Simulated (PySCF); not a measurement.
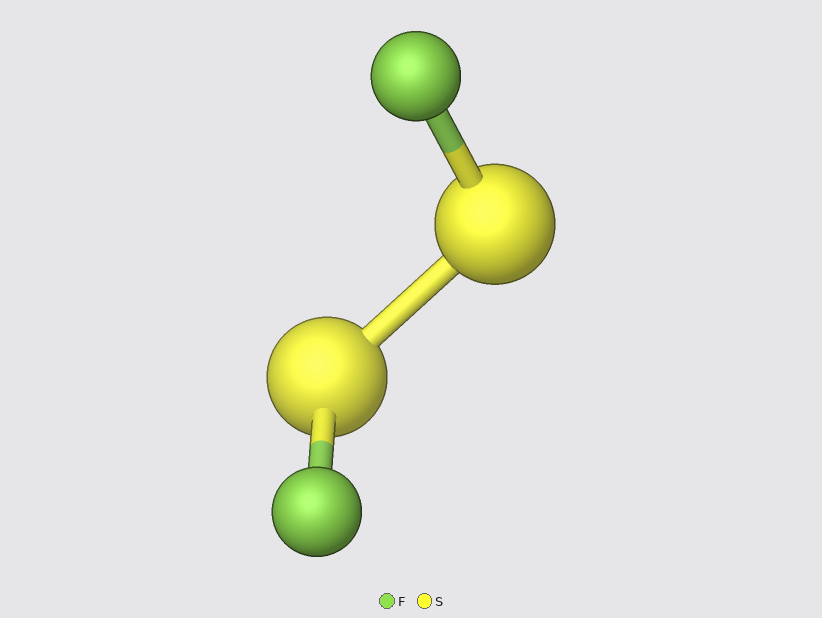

Computed geometry: PBE0-D3(BJ)/def2-TZVP optimisation. No frequency run is at hand to confirm it as a minimum.

What does the picture show?

Formula S2F2. As SMILES it reads `FSSF`. The point group is C2. Coordination: 2 S bent.

More results for the same structure follow; atom numbers are the same in all pictures, views and colours differ.

**Geometry**

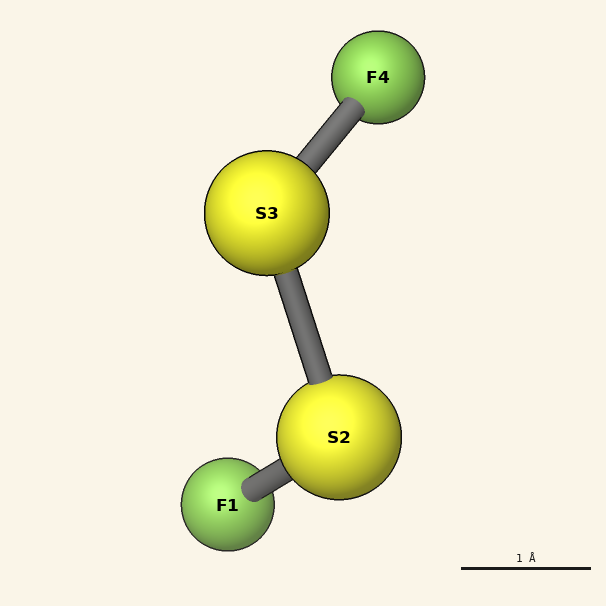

Numbered structure. No frequency run is at hand to confirm it as a minimum.

Give these bond angles: F1–S2–S3.

| angle | degrees |
| --- | --- |
| F1–S2–S3 | 108.6 |

**NMR shielding**

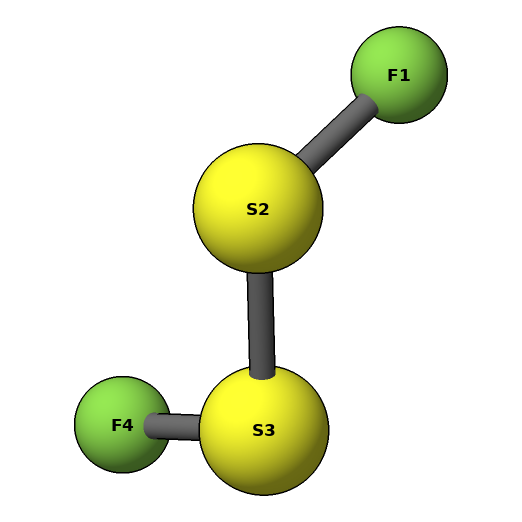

No frequency run is at hand to confirm it as a minimum. Properties computed with GIAO PBE0/pcSseg-2 NMR shielding, non-relativistic, gas phase (PySCF 2.14.0). Principal shieldings σ11 ≤ σ22 ≤ σ33, span Ω = σ33 − σ11, skew κ = 3(σiso − σ22)/Ω.

Give the shielding tensors of the S atoms.

```tsv
atom	σ11	σ22	σ33	σiso	Ω	κ
S2, S3	−458.3	−78.9	244.9	−97.4	703.1	−0.08
```

Shieldings and span in ppm.

**Levels of theory compared**

No frequency run is at hand to confirm it as a minimum. Program: PySCF 2.14.0.

Compare HOMO energy (eV), HOMO–LUMO gap (eV) at these levels: CAM-B3LYP/aug-cc-pVTZ; PBE0/aug-cc-pVTZ; PBE0/pcSseg-2; ωB97X-D/aug-cc-pVTZ.

```
                level  HOMO energy (eV)  HOMO–LUMO gap (eV)
CAM-B3LYP/aug-cc-pVTZ             −9.89                9.24
     PBE0/aug-cc-pVTZ             −8.52                6.78
        PBE0/pcSseg-2             −8.52                6.86
  ωB97X-D/aug-cc-pVTZ            −10.37               10.45
```

**Dipole moment**

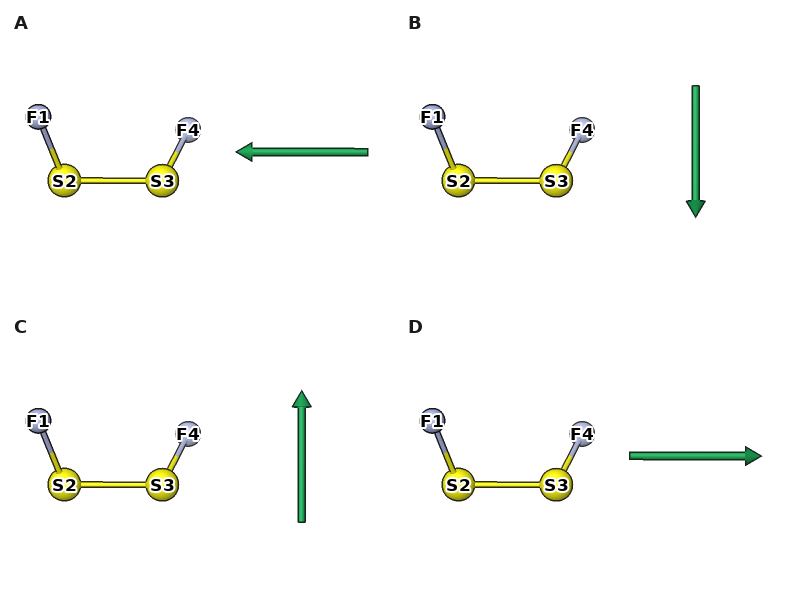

The same molecule four times, each with an arrow. No frequency run is at hand to confirm it as a minimum. Level of theory: CAM-B3LYP/aug-cc-pVTZ, gas phase (PySCF 2.14.0).

**Which arrow points along the dipole moment, from the negative to the positive end?**

B. The dipole moment is 1.48 D; it points from the side of F1, F4 to the side of S2, S3 (the outermost atoms at the two ends).
